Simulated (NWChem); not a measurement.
# MP2/Sapporo-DZP run of HBS (hydrogen boron sulfide)

Aim: the energy difference between two shapes of HBS (hydrogen boron sulfide) at MP2/Sapporo-DZP, from 2 runs. 

Program for the calculation: NWChem 7.3.0.

2 further runs of the same task are left out: 2 set aside as unsound or not needed.

## (1) The system as given

HBS: 3 atoms, total charge 0, spin state singlet. As SMILES, `B=S`. Geometry: relaxed at GFN2-xTB.

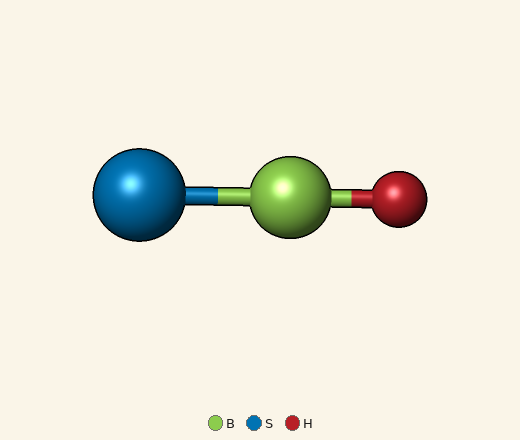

The structure, seen from a chosen angle (boron green, sulfur blue, hydrogen red).

## (2) Energy and forces at MP2/Sapporo-DZP

bhs.nw

```
start bhs
memory stack 880 mb heap 220 mb global 1100 mb
charge 0

geometry units angstroms noautoz
 B       -0.041030      -0.016100       0.142540
 S        0.395320       0.146510      -1.379660
 H       -0.354300      -0.130410       1.237110
end

basis spherical bse
 * library Sapporo-DZP
end

scf
 thresh 1e-05
 maxiter 60
 direct
 noprint "final vectors analysis"
end

mp2
 freeze core 6
end

task mp2 gradient
```

Run with:

```sh
$ nwchem bhs.nw > bhs.out
```

Log:

```text
[...]
 Group name             C4v
[...]
  functions       =    37
[...]
  wavefunction    = RHF
[...]
         Total SCF energy =   -422.782610140313
      One-electron energy =   -646.664258370024
      Two-electron energy =    191.880180755903
 Nuclear repulsion energy =     32.001467473808
        Time for solution =      6.9s
[...]
          Total MP2 energy          -422.990508842224
[...]
                         mp2 ENERGY GRADIENTS
    atom               coordinates                        gradient
                 x          y          z           x          y          z
   1 B       0.000000   0.000000  -2.089445    0.000000   0.000000   0.007476
   2 S       0.000000   0.000000   0.918685    0.000000   0.000000  -0.032352
   3 H       0.000000   0.000000  -4.251743    0.000000   0.000000   0.024876
[...]
```

Run time: 18 s. Hardware: 1 thread of AMD EPYC 7R43 (Zen 3), shared host; peak memory 0.1 GiB.

## (3) The distorted shape

bhs.xyz

```xyz
3

B     -0.168867    -0.056020     0.320798
S      0.482234     0.083529    -1.483546
H     -0.386420    -0.302084     1.389376
```

bhs.nw

```
start bhs
memory 2200 mb

geometry units angstroms noautoz
load bhs.xyz
end

basis spherical bse
* library Sapporo-DZP
end

scf
thresh 1e-05
maxiter 60
direct
end

mp2
freeze core 6
end

task mp2 gradient
```

Run with:

```sh
$ nwchem bhs.nw > bhs.out
```

Log:

```text
[...]
 Group name             Cs
[...]
  functions       =    37
[...]
  wavefunction    = RHF
[...]
         Total SCF energy =   -422.721719072026
      One-electron energy =   -636.979871973908
      Two-electron energy =    187.082083723616
 Nuclear repulsion energy =     27.176069178266
        Time for solution =      8.7s
[...]
          Total MP2 energy          -422.939423756374
[...]
                         mp2 ENERGY GRADIENTS
    atom               coordinates                        gradient
                 x          y          z           x          y          z
   1 B      -0.059667  -2.548681   0.000000   -0.002838  -0.185077   0.000000
   2 S      -0.002768   1.085374   0.000000    0.005643   0.139336   0.000000
   3 H       0.342623  -4.622578   0.000000   -0.002805   0.045740   0.000000
[...]
```

Wall time 21 s (1 thread of AMD EPYC 7R43 (Zen 3), shared host); peak memory 0.1 GiB.

## (4) Results

At MP2/Sapporo-DZP, 6 core orbitals frozen:

| quantity | value |
| --- | --- |
| first shape: total energy | -422.99051 Eh |
| first shape: dipole moment (of the density that the program reports) | 1.22 D |
| first shape: correlation energy (6 core orbitals frozen) | -207.9 mEh |
| first shape: largest force on an atom | 1.664 eV/Å |
| distorted shape: total energy | -422.93942 Eh |
| distorted shape: dipole moment (of the density that the program reports) | 2.01 D |
| distorted shape: HOMO energy (Hartree–Fock orbitals) | -9.83 eV |
| distorted shape: LUMO energy (Hartree–Fock orbitals) | 1.04 eV |
| distorted shape: HOMO–LUMO gap (Hartree–Fock orbitals) | 10.86 eV |
| distorted shape: correlation energy (6 core orbitals frozen) | -217.7 mEh |
| distorted shape: largest force on an atom | 9.518 eV/Å |
| energy change with the atoms displaced | 1.390 eV |

In words: With the atoms displaced the energy rises by 1.39 eV (134 kJ/mol). The first shape isn't relaxed at this level, so the change isn't measured from a minimum. The largest force (first shape) is 1.66 eV/Å: the shape isn't a stationary point for this species at this level.
